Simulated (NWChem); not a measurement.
# PN (SMILES N#P): CCSD/MIDI!

What is the vertical ionisation energy of PN at CCSD/MIDI!? 

Program for the calculation: NWChem 7.3.0.

## (1) The structure to begin with

The species is PN (2 atoms), meant as a singlet with charge 0. SMILES: `N#P`. Geometry: the measured bond length.

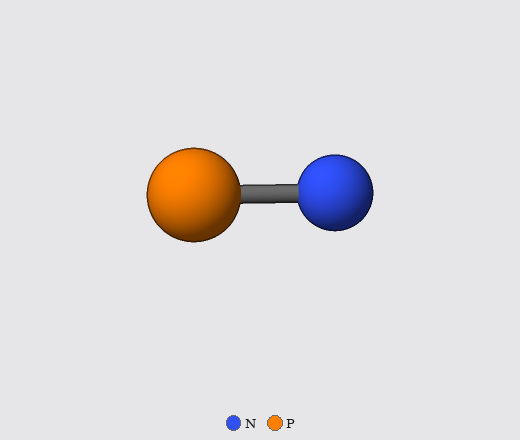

Viewed from a chosen angle; nitrogen blue, phosphorus orange.

## (2) The energy at CCSD/MIDI!

test.nw

```
start test
title "NP energy"
memory total 2200 mb

geometry units angstroms noautosym nocenter noautoz
  N      0.000000     0.000000     0.000000
  P      0.000000     0.000000     1.490866
end

basis "ao basis" spherical bse
  N library "MIDI!"
  P library "MIDI!"
end

scf
  thresh 1e-08
  maxiter 80
  print low
end

ccsd
  freeze core 6
  maxiter 60
end

task ccsd energy
```

The run is started by

```bash
$ nwchem test.nw > test.out
```

The log of the run (excerpt; [...] marks lines left out):

```text
[...]
  functions       =    32
[...]
  wavefunction    = RHF
[...]
         Total SCF energy =   -393.152846193655
      One-electron energy =   -616.744374246275
      Two-electron energy =    186.322175109453
 Nuclear repulsion energy =     37.269352943167
        Time for solution =      0.5s
[...]
 Total MP2 energy:           -393.433445848758822
[...]
             energy      energy      error      ampl     ampl      Block
                                                time     time      time
[...]
 Total CCSD energy:           -393.434097332222279
[...]
```

It took 2.6 s on 1 thread of Intel Xeon Platinum 8375C at 2.90GHz (Ice Lake), shared host; peak memory 0.1 GiB.

## (3) The doublet cation, same level

run.nw

```
start run
title "NP energy"
memory stack 880 mb heap 220 mb global 1100 mb
charge 1

geometry units bohr noautosym nocenter noautoz
 N      0.00000000     0.00000000     0.00000000
 P      0.00000000     0.00000000     2.81732843
end

basis "ao basis" spherical bse
 * library "MIDI!"
end

scf
 doublet
 uhf
 thresh 1e-08
 maxiter 80
 noprint "final vectors analysis"
end

tce
 scf
 ccsd
 freeze core 6
 maxiter 60
end

task tce energy
```

The run is started by

```bash
$ nwchem run.nw > run.out
```

The log of the run (excerpt; [...] marks lines left out):

```text
[...]
  functions       =    32
[...]
  wavefunction    = UHF
[...]
         Total SCF energy =   -392.775907354846
      One electron energy =   -608.872879951746
      Two electron energy =    178.827622356466
 Nuclear repulsion energy =     37.269350240433
                       Sz =      0.5000
                 Sz(Sz+1) =      0.7500
                      S^2 =      1.4548
[...]
         Wavefunction type : Unrestricted Hartree-Fock
          No. of electrons :    21
[...]
         Spin multiplicity : doublet
[...]
 CCSD total energy / hartree       =      -393.012396666718757
[...]
```

Run time: 2.7 s. Hardware: 1 thread of Intel Xeon Platinum 8375C at 2.90GHz (Ice Lake), shared host; peak memory 0.12 GiB.

## (4) What came out

At CCSD/MIDI!, 6 core orbitals frozen:

| quantity | value |
| --- | --- |
| singlet PN: total energy | -393.43410 Eh |
| singlet PN: correlation energy (6 core orbitals frozen) | -281.3 mEh |
| doublet cation: total energy | -393.01240 Eh |
| doublet cation: correlation energy (6 core orbitals frozen) | -236.5 mEh |
| doublet cation: ⟨S²⟩ of the reference determinant | 1.455 |
| vertical ionisation energy (to the doublet cation) | 11.475 eV |

**Reading.** The vertical ionisation energy comes to 11.48 eV (1107 kJ/mol). ⟨S²⟩ (doublet cation) is 1.45 where a pure doublet has 0.75: the reference is spin-contaminated.
